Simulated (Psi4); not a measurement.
## Run report: SiH6SO, interaction calculation (part 2 of 2)

Continued. System: SiH6SO. Method: SAPT0-D3BJ/cc-pVDZ, RHF (Psi4 1.11). The geometry comes from this level: GFN2-xTB.

Geometry of the input (Å):
```
S  0.9127  2.1622  1.8960
H  0.2561  3.1619  1.3234
H  -0.1243  1.3450  1.7981
O  -0.7226  -2.4007  -1.6088
Si -0.1837  -1.1008  -0.8001
H  -0.2291  -2.7969  -2.3204
H  1.1184  -1.3683  -0.1933
H  -1.2384  -0.9266  0.1914
H  -0.0818  0.0551  -1.6925
```

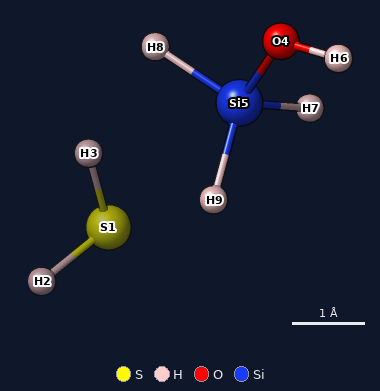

**Figure 1.** The input geometry (ball-and-stick view, seen at a tilt; atoms are numbered from 1 in the order of the input).

### The program's output, continued
```
 ------------------------------------------------------------------------------------

 L = 1.  Multiply by 2.5417464519 to convert [e a0] to [Debye]
 Dipole X            :        -28.3162101           27.8460404           -0.4701696
 Dipole Y            :        -73.8259950           73.8936394            0.0676444
 Dipole Z            :        -63.3982812           63.2258142           -0.1724670
 Magnitude           :                                                    0.5053515

 ------------------------------------------------------------------------------------

	total time  =          1 seconds =       0.02 minutes

  //>>>>>>>>>>>>>>>>>>>>>>>>>>>>>>>>>>>//
  //            Monomer B HF           //
  //<<<<<<<<<<<<<<<<<<<<<<<<<<<<<<<<<<<//

  ==> Geometry <==

    Molecular point group: c1
    Full point group: C1

    Geometry (in Angstrom), charge = 0, multiplicity = 1:

       Center              X                  Y                   Z               Mass
    ------------   -----------------  -----------------  -----------------  -----------------
      Gh(S)           0.912730000000     2.162250000000     1.896010000000    31.972071174400
      Gh(H)           0.256080000000     3.161880000000     1.323370000000     1.007825032230
      Gh(H)          -0.124270000000     1.344950000000     1.798130000000     1.007825032230
         O           -0.722630000000    -2.400670000000    -1.608840000000    15.994914619570
         SI          -0.183720000000    -1.100800000000    -0.800100000000    27.976926534650
         H           -0.229080000000    -2.796870000000    -2.320400000000     1.007825032230
         H            1.118360000000    -1.368320000000    -0.193300000000     1.007825032230
         H           -1.238430000000    -0.926630000000     0.191410000000     1.007825032230
         H           -0.081770000000     0.055110000000    -1.692520000000     1.007825032230

  Running in c1 symmetry.

  Rotational constants: A =      1.45344  B =      0.03256  C =      0.03242 [cm^-1]
  Rotational constants: A =  43573.01252  B =    976.25642  C =    971.87111 [MHz]
  Nuclear repulsion =   65.718684835527725

  Charge       = 0
  Multiplicity = 1
  Electrons    = 26
  Nalpha       = 13
  Nbeta        = 13

  ==> Iterations <==

                           Total Energy        Delta E     RMS |[F,P]|

   @DF-RHF iter SAD:  -365.50831247692446   -3.65508e+02   0.00000e+00
   @DF-RHF iter   1:  -366.06932155587066   -5.61009e-01   5.18095e-03 ADIIS/DIIS
   @DF-RHF iter   2:  -366.12419008849372   -5.48685e-02   3.24957e-03 ADIIS/DIIS
   @DF-RHF iter   3:  -366.14858514844690   -2.43951e-02   3.50835e-04 ADIIS/DIIS
   @DF-RHF iter   4:  -366.14934389279836   -7.58744e-04   5.79345e-05 DIIS
   @DF-RHF iter   5:  -366.14936796128501   -2.40685e-05   1.25377e-05 DIIS
   @DF-RHF iter   6:  -366.14936935713257   -1.39585e-06   2.39746e-06 DIIS
   @DF-RHF iter   7:  -366.14936941091128   -5.37787e-08   6.32151e-07 DIIS
   @DF-RHF iter   8:  -366.14936941463748   -3.72620e-09   1.29714e-07 DIIS
   @DF-RHF iter   9:  -366.14936941480414   -1.66665e-10   2.40125e-08 DIIS
   @DF-RHF iter  10:  -366.14936941480914   -5.00222e-12   5.22738e-09 DIIS
  Energy and wave function converged.

  ==> Post-Iterations <==

    Orbital Energies [Eh]
    ---------------------

    Doubly Occupied:

       1A    -68.798790     2A    -20.552163     3A     -6.146681
       4A     -4.254144     5A     -4.252409     6A     -4.252198
       7A     -1.343322     8A     -0.768805     9A     -0.645393
      10A     -0.553519    11A     -0.550287    12A     -0.469266
      13A     -0.453045

    Virtual:

      14A      0.110808    15A      0.155789    16A      0.204999
      17A      0.220201    18A      0.221384    19A      0.231519
      20A      0.273117    21A      0.299462    22A      0.342316
      23A      0.405619    24A      0.412446    25A      0.448591
      26A      0.470789    27A      0.504206    28A      0.561861
      29A      0.570868    30A      0.606358    31A      0.608193
      32A      0.622811    33A      0.755189    34A      0.902841
      35A      1.040599    36A      1.122065    37A      1.136777
      38A      1.247156    39A      1.306547    40A      1.337442
      41A      1.341794    42A      1.421353    43A      1.447287
      44A      1.483157    45A      1.486081    46A      1.552869
      47A      1.555955    48A      1.556703    49A      1.619747
      50A      1.658789    51A      1.672617    52A      1.689031
      53A      1.717474    54A      1.747440    55A      1.792007
      56A      1.915758    57A      1.981781    58A      1.996462
      59A      2.001327    60A      2.126003    61A      2.166923
      62A      2.186321    63A      2.210676    64A      2.256487
      65A      2.269584    66A      2.307872    67A      2.403192
      68A      2.506602    69A      3.080518    70A      3.111871
      71A      3.182172    72A      3.306680    73A      3.323210
      74A      3.485253    75A      4.045352    76A      6.691497
      77A     20.189135    78A     20.571416    79A     20.713127
      80A    137.686471

    Final Occupation by Irrep:
              A
    DOCC [    13 ]
    NA   [    13 ]
    NB   [    13 ]

  @DF-RHF Final Energy:  -366.14936941480914

   => Energetics <=

    Nuclear Repulsion Energy =             65.7186848355277249
    One-Electron Energy =                -637.6560644260748631
    Two-Electron Energy =                 205.7880101757380373
    Total Energy =                       -366.1493694148091436

Computation Completed

Properties will be evaluated at   0.000000,   0.000000,   0.000000 [a0]

Properties computed using the SCF density matrix

 Multipole Moments:

 ------------------------------------------------------------------------------------
     Multipole            Electronic (a.u.)      Nuclear  (a.u.)        Total (a.u.)
 ------------------------------------------------------------------------------------

 L = 1.  Multiply by 2.5417464519 to convert [e a0] to [Debye]
 Dipole X            :         17.0945213          -16.5994299            0.4950914
 Dipole Y            :         74.9516503          -74.9338203            0.0178301
 Dipole Z            :         52.7579151          -53.0766054           -0.3186904
 Magnitude           :                                                    0.5890644

 ------------------------------------------------------------------------------------

	total time  =          1 seconds =       0.02 minutes
  Constructing Basis Sets for SAPT...

   => Loading Basis Set <=

    Name: (CC-PVDZ AUX)
    Role: RIFIT
    Keyword: DF_BASIS_SAPT

   => Loading Basis Set <=

    Name: (CC-PVDZ AUX)
    Role: JKFIT
    Keyword: DF_BASIS_ELST

  //>>>>>>>>>>>>>>>>>>>>>>>>>>>>>>>>>>>//
  //             SAPT0-D3BJ            //
  //<<<<<<<<<<<<<<<<<<<<<<<<<<<<<<<<<<<//

        SAPT0
     6 June 2009

      Orbital Information
  --------------------------
    NSO        =        80
    NMO        =        80
    NRI        =       292
    NRI (Elst) =       432
    NOCC A     =         9
    NOCC B     =        13
    FOCC A     =         5
    FOCC B     =         6
    NVIR A     =        71
    NVIR B     =        67

    Elst10,r            =    -0.000535656393 [Eh]
    Exch10              =     0.000708851152 [Eh]
    Exch10 (S^2)        =     0.000708427026 [Eh]

    Maxiter = 50
    CPHF R converge = 1.000000E-08

    Iter     Energy [mEh]          dE [mEh]         Residual      Time [s]
       1      -0.17967903       0.179679034     1.637637e-03             0
       2      -0.22020558       0.040526547     3.378212e-04             0
       3      -0.22088322       0.000677638     9.145911e-05             0
       4      -0.22017898      -0.000704241     2.346211e-05             0
       5      -0.22029953       0.000120549     6.693278e-06             0
       6      -0.22030534       0.000005817     1.843060e-06             0
       7      -0.22029775      -0.000007590     4.193888e-07             0
       8      -0.22029910       0.000001345     1.468433e-07             0
       9      -0.22029901      -0.000000094     3.525866e-08             0
      10      -0.22029891      -0.000000098     6.627594e-09             0

    CHF Iterations converged

    Maxiter = 50
    CPHF R converge = 1.000000E-08

    Iter     Energy [mEh]          dE [mEh]         Residual      Time [s]
       1      -0.06076696       0.060766961     1.153215e-03             0
       2      -0.07745662       0.016689660     2.455023e-04             0
       3      -0.07729078      -0.000165844     9.302549e-05             0
       4      -0.07708401      -0.000206771     1.951214e-05             0
       5      -0.07708313      -0.000000876     5.408409e-06             0
       6      -0.07709492       0.000011792     8.543951e-07             0
       7      -0.07709286      -0.000002060     1.457036e-07             0
       8      -0.07709295       0.000000090     4.573115e-08             0
       9      -0.07709299       0.000000039     9.178409e-09             0

    CHF Iterations converged

    Ind20,r (A<-B)      =    -0.000220298909 [Eh]
    Ind20,r (B<-A)      =    -0.000077092991 [Eh]
    Ind20,r             =    -0.000297391899 [Eh]
    Exch-Ind20,r (A<-B) =     0.000184392176 [Eh]
    Exch-Ind20,r (B<-A) =     0.000031498864 [Eh]
    Exch-Ind20,r        =     0.000215891040 [Eh]

    SAPT Results
  --------------------------------------------------------------------------------------------------------
    Electrostatics                 -0.53565639 [mEh]      -0.33612946 [kcal/mol]      -1.40636567 [kJ/mol]
      Elst10,r                     -0.53565639 [mEh]      -0.33612946 [kcal/mol]      -1.40636567 [kJ/mol]

    Exchange                        0.70885115 [mEh]       0.44481081 [kcal/mol]       1.86108844 [kJ/mol]
      Exch10                        0.70885115 [mEh]       0.44481081 [kcal/mol]       1.86108844 [kJ/mol]
      Exch10(S^2)                   0.70842703 [mEh]       0.44454467 [kcal/mol]       1.85997490 [kJ/mol]

    Induction                      -0.14949176 [mEh]      -0.09380750 [kcal/mol]      -0.39249057 [kJ/mol]
      Ind20,r                      -0.29739190 [mEh]      -0.18661623 [kcal/mol]      -0.78080232 [kJ/mol]
      Exch-Ind20,r                  0.21589104 [mEh]       0.13547367 [kcal/mol]       0.56682185 [kJ/mol]
      delta HF,r (2)               -0.06799091 [mEh]      -0.04266494 [kcal/mol]      -0.17851010 [kJ/mol]

    Dispersion                      0.00000000 [mEh]       0.00000000 [kcal/mol]       0.00000000 [kJ/mol]
      Disp20                        0.00000000 [mEh]       0.00000000 [kcal/mol]       0.00000000 [kJ/mol]
      Exch-Disp20                   0.00000000 [mEh]       0.00000000 [kcal/mol]       0.00000000 [kJ/mol]
      Disp20 (SS)                   0.00000000 [mEh]       0.00000000 [kcal/mol]       0.00000000 [kJ/mol]
      Disp20 (OS)                   0.00000000 [mEh]       0.00000000 [kcal/mol]       0.00000000 [kJ/mol]
      Exch-Disp20 (SS)              0.00000000 [mEh]       0.00000000 [kcal/mol]       0.00000000 [kJ/mol]
      Exch-Disp20 (OS)              0.00000000 [mEh]       0.00000000 [kcal/mol]       0.00000000 [kJ/mol]

  Total HF                          0.02370299 [mEh]       0.01487385 [kcal/mol]       0.06223220 [kJ/mol]
  Total SAPT0                       0.02370299 [mEh]       0.01487385 [kcal/mol]       0.06223220 [kJ/mol]

  Special recipe for scaled SAPT0 (see Manual):
    Electrostatics sSAPT0          -0.53565639 [mEh]      -0.33612946 [kcal/mol]      -1.40636567 [kJ/mol]
    Exchange sSAPT0                 0.70885115 [mEh]       0.44481081 [kcal/mol]       1.86108844 [kJ/mol]
    Induction sSAPT0               -0.14910378 [mEh]      -0.09356403 [kcal/mol]      -0.39147192 [kJ/mol]
    Dispersion sSAPT0               0.00000000 [mEh]       0.00000000 [kcal/mol]       0.00000000 [kJ/mol]
  Total sSAPT0                      0.02409098 [mEh]       0.01511732 [kcal/mol]       0.06325086 [kJ/mol]
  --------------------------------------------------------------------------------------------------------

	total time  =          1 seconds =       0.02 minutes
   => HF-D3(BJ): Empirical Dispersion <=

        s6 =       1.000000
        s8 =       0.917100
        a1 =       0.338500
        a2 =       2.883000

    => SAPT0-D Energy Summary <=
  --------------------------------------------------------------------------------------------------------
    Electrostatics                 -0.53565639 [mEh]      -0.33612946 [kcal/mol]      -1.40636567 [kJ/mol]
    Exchange                        0.70885115 [mEh]       0.44481081 [kcal/mol]       1.86108844 [kJ/mol]
    Induction                      -0.14949176 [mEh]      -0.09380750 [kcal/mol]      -0.39249057 [kJ/mol]
    Dispersion                     -1.67872867 [mEh]      -1.05341814 [kcal/mol]      -4.40750151 [kJ/mol]
  Total SAPT0-D                    -1.65502568 [mEh]      -1.03854429 [kcal/mol]      -4.34526931 [kJ/mol]
  --------------------------------------------------------------------------------------------------------

Warning! sapt0-d3bj does not have an associated derived wavefunction. The returned wavefunction is the dimer SCF wavefunction.

[set-up sections that repeat, and orbital energies of the middle runs, are left out above]
```
